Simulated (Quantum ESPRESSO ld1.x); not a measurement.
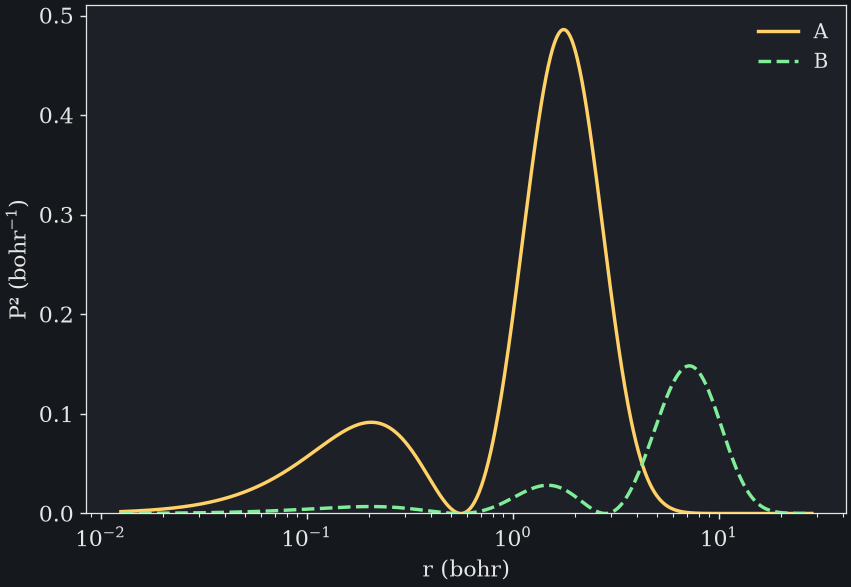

System: the neutral beryllium atom, configuration 1s1.5 2s2 3s0.5 (1s: 1 up, 0.5 down, 3s: 0.5 up, 0 down). The calculation used Quantum ESPRESSO ld1.x 7.5 at this level: scalar-relativistic Kohn-Sham, LDA (Slater exchange, VWN5 correlation), spin-polarised, spherical densities, point nucleus.

```
 &input
    zed=4.0,
    iswitch=1,
    rel=1,
    lsd=1,
    dft='SLA-VWN',
    config='1s1.5 2s2 3s0.5',
    verbosity='high',
    prefix='ld1',
    max_out_wfc=37,
    file_charge='ld1.rho',
 /
```

The plot shows the radial probability densities P² of 2s up and 3s up.

### Which curve belongs to which orbital?

A is 2s up; B is 3s up. 2s up: outer maximum at 1.76 bohr, ⟨r⟩ = 2.21 bohr, 1 node, eigenvalue −9.47 eV; 3s up: outer maximum at 7.20 bohr, ⟨r⟩ = 8.20 bohr, 2 nodes, eigenvalue −1.23 eV.
